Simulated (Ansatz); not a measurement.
Process, species as SMILES: C(=O)=C → C(=O)=[CH] + H atom
B3LYP-D3(BJ)/def2-TZVP geometries, fixed; electronic energies without zero-point terms.
Largest species:
```xyz
5

C      0.0091     0.0017    -1.2056
C     -0.0008    -0.0001     0.1027
H      0.0282     0.9401    -1.7377
H     -0.0018    -0.9351    -1.7406
O     -0.0096    -0.0018     1.2620
```

Basis-set convergence of the bond dissociation energy at MP2 with Ansatz (a quantum-chemistry and plane-wave program). Cartesian d functions, on some or all atoms, in 6-31G**, 6-31+G*; all else is spherical. Cores are frozen. Open shells are unrestricted. No added dispersion term, no relativity. Functions are those of the species that has most. Reference: Hartree-Fock in aug-cc-pVQZ plus the correlation part extrapolated as X^-3 from aug-cc-pVTZ and aug-cc-pVQZ, 116.02 kcal/mol, itself unsure by roughly 0.23 kcal/mol (a third of the extrapolation step and of the last Hartree-Fock step). Deviations are taken from unrounded values.

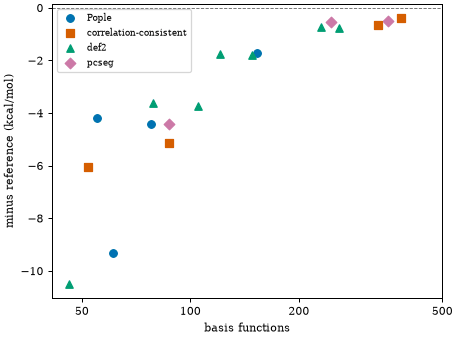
Fig. 1. Deviation from the reference against the number of basis functions, by family of sets.

```tsv
basis	functions	bond dissociation energy (kcal/mol)	minus reference (kcal/mol)
def2-SV(P)	46	105.52	-10.51
cc-pVDZ	52	109.98	-6.04
6-31G**	55	111.83	-4.20
6-31+G*	61	106.71	-9.32
6-311+G**	78	111.59	-4.43
def2-SVPD	79	112.41	-3.62
aug-cc-pVDZ	87	110.89	-5.13
aug-pcseg-1	87	111.60	-4.43
def2-TZVP	105	112.29	-3.73
def2-TZVPP	121	114.26	-1.77
def2-TZVPPD	148	114.21	-1.81
6-311++G(3df,3pd)	153	114.29	-1.73
def2-QZVPP	231	115.27	-0.75
pcseg-3	246	115.49	-0.54
def2-QZVPPD	258	115.26	-0.77
aug-cc-pVQZ	332	115.36	-0.67
aug-pcseg-3	353	115.52	-0.51
cc-pV5Z	383	115.64	-0.38
```
